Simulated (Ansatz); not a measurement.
```xyz
7
charge -1, multiplicity 1
N     0.7829   -2.4351    1.0922
C     0.7028   -1.3153    0.7641
C     0.5928    0.0134    0.3654
Al   -0.7520    0.7694   -0.6590
H     1.4097    0.6450    0.7165
H    -0.7123    2.3444   -1.0253
H    -2.0240   -0.0217   -1.2539
```

Work out the structure from the coordinates.

It has 7 atoms: 2 carbon, 3 hydrogen, 1 aluminium and 1 nitrogen (C₂H₃AlN⁻). Its SMILES string is `N#C[CH-][AlH2]`. Among its groups: nitrile. The point group is Cs. All atoms lie on one plane. Coordination: 1 C linear; 1 C trigonal planar; 1 Al trigonal planar.

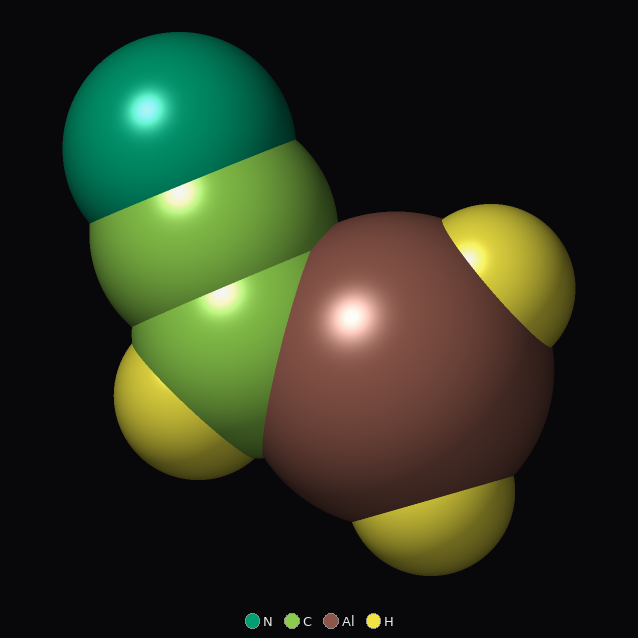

(Drawn from a calculation with Ansatz.)
